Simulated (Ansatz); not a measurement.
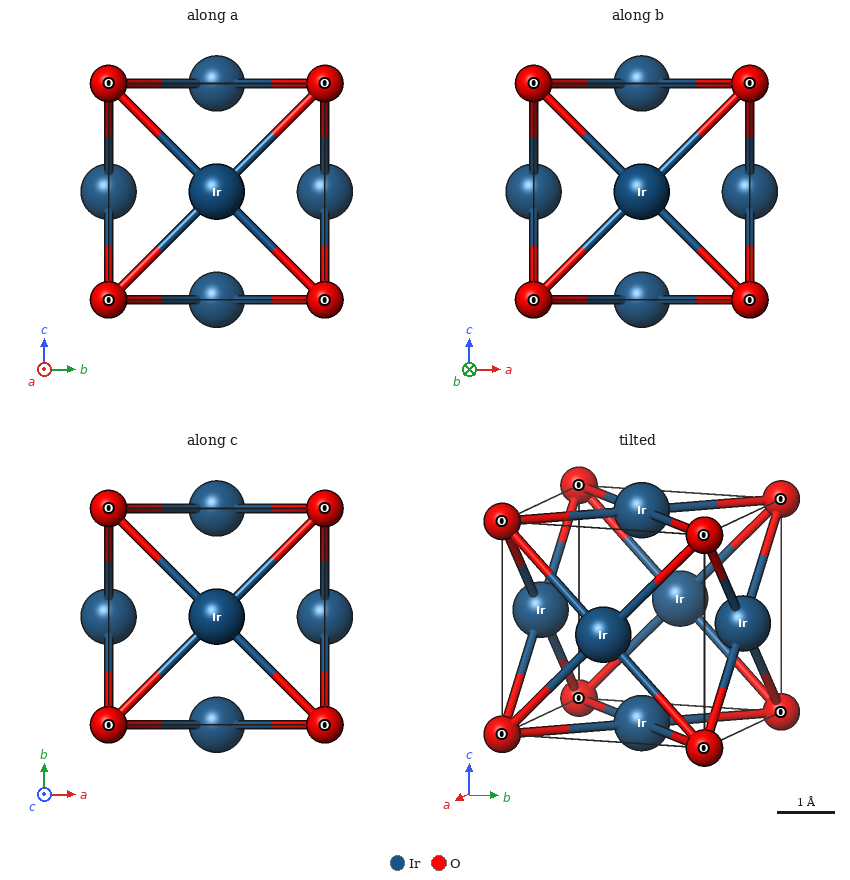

Ball-and-stick model, viewed along the a axis, along the b axis, along the c axis and slightly off an axis. The wireframe shows the conventional unit cell.

Lattice parameters: a = 3.8166 Å, b = 3.8166 Å, c = 3.8166 Å, α = 90.000°, β = 90.000°, γ = 90.000°.

Q: Give the structure in the form of a CIF with its space group and independent sites.

A:
```cif
data_structure
_symmetry_space_group_name_H-M 'P m -3 m'
_symmetry_Int_Tables_number 221
_cell_length_a 3.8166
_cell_length_b 3.8166
_cell_length_c 3.8166
_cell_angle_alpha 90.000
_cell_angle_beta 90.000
_cell_angle_gamma 90.000
_cell_volume 55.59
loop_
_atom_site_label
_atom_site_type_symbol
_atom_site_symmetry_multiplicity
_atom_site_Wyckoff_symbol
_atom_site_fract_x
_atom_site_fract_y
_atom_site_fract_z
_atom_site_occupancy
Ir1 Ir 3 c 0.0000 0.5000 0.5000 1
O1 O 1 a 0.0000 0.0000 0.0000 1
```

The structure was taken from a structure type filled with these elements by a generator (whether the compound takes this form wasn't checked). Relaxation method: DFT PBE, scalar-relativistic, plane waves, PAW (Ansatz).
